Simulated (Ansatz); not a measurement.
F$_{4}$H$_{2}$W···PH$_{3}$

Input file:

```
crystal:
  periodic: [false, false, false]
  atoms:
    - { symbol: W, position_ang: [0.0, 0.0, 0.0] }
    - { symbol: F, position_ang: [0.0, 0.0, 2.2] }
    - { symbol: F, position_ang: [1.85, 0.0, 0.0] }
    - { symbol: F, position_ang: [0.0, 1.85, 0.0] }
    - { symbol: H, position_ang: [-1.72, 0.0, 0.0] }
    - { symbol: F, position_ang: [0.0, -1.85, 0.0] }
    - { symbol: H, position_ang: [0.0, 0.0, -1.72] }
    - { symbol: P, position_ang: [1.8007, 1.8758, 0.864] }
    - { symbol: H, position_ang: [2.8278, 1.2389, 1.6094] }
    - { symbol: H, position_ang: [2.3703, 2.5373, -0.256] }
    - { symbol: H, position_ang: [0.8703, 0.9066, 2.0588] }
basis:
  gaussian: { orbitals: def2-SVP }
hamiltonian:
  xc: pbe
relax:
  f_tol: 0.15
  max_steps: 25
  restrain:
    - { distance: [0, 7], at: 3.64, k: 30.0 }
    - { distance: [10, 1], at: 2.12, k: 30.0 }
    - { distance: [0, 1], at: 1.85, k: 30.0 }
    - { distance: [10, 7], at: 1.42, k: 30.0 }
output:
  orbitals: {}
```

Run with:

```sh
ansatz run input.yaml --threads 4 --pin off --max-ram 5120MiB --backend cpu --events-out ev --progress --plain --runs-dir out
```

The fields are those of the run's last geometry, not of the input's.

Core potentials replace the inner electrons of W; not at a stationary point (largest force 0.6 eV/Å).

Computed with RKS PBE/def2-SVP (Ansatz 0.2.0).

Predict the electron density and electron localisation function between the atoms.

Answer. W1···H11 (2.76 Å): the density falls to about 0.1 e/Å³ on the way; the ELF dips to about 0.05 between them.
W–F (1.87 Å): ρ is about 1.1 e/Å³ halfway; the ELF peaks at about 0.85 in the valence shell of F, 0.5 Å from its nucleus, and drops to about 0.25 between the two atoms.
P–H (1.43 Å): ρ at the midpoint is about 1 e/Å³; the ELF climbs to about 1 towards the hydrogen, as it does in any bond to H.

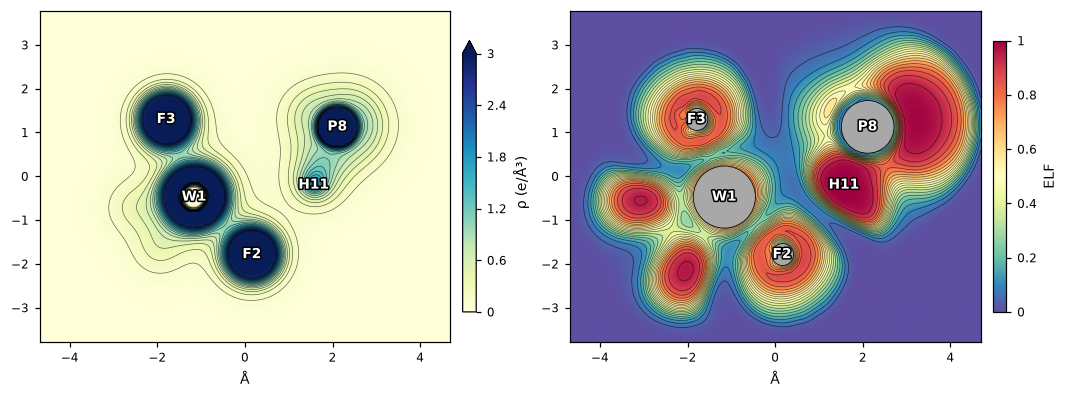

Computed electron density and electron localisation function on the plane of atoms F2, W1 and F3, in this order. Grey discs cover the atomic cores in the ELF map. 
